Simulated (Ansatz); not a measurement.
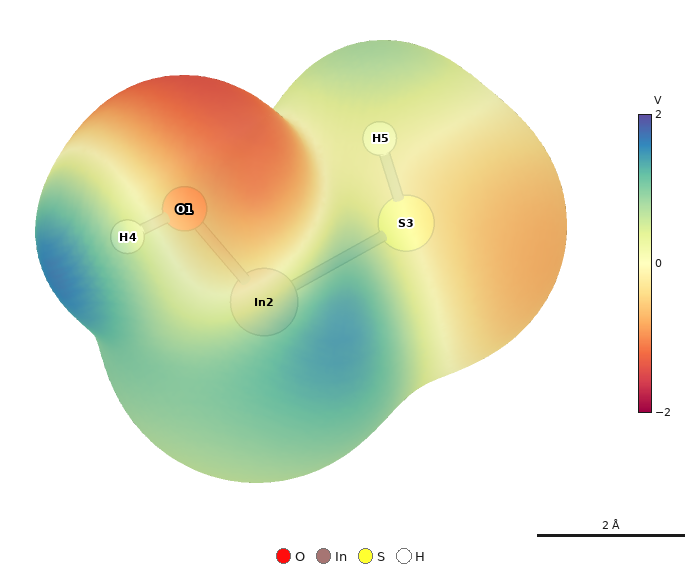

*H₂InOS (doublet). The electrostatic potential painted on the density surface at 0.001 e/bohr³, seen at a tilt; red is negative and blue positive.*

Geometry: PBE0-D4/def2-TZVP; core potentials replace the inner electrons of In.

The calculation used Ansatz 0.2.0, UKS PBE0-D4/def2-TZVPP.

```xyz
5

O     0.2178    1.4350    0.3069
In   -0.4420   -0.3328    0.9872
S    -0.2261   -2.0790   -0.6859
H     0.1521    2.1591    0.9348
H     0.2983   -1.1823   -1.5429
```

Where is the surface potential most negative and most positive?

The most negative region (about −1.4 V) lies over O1, the most positive (about +1.6 V) over H4. O1 is the likeliest acceptor of a hydrogen bond.
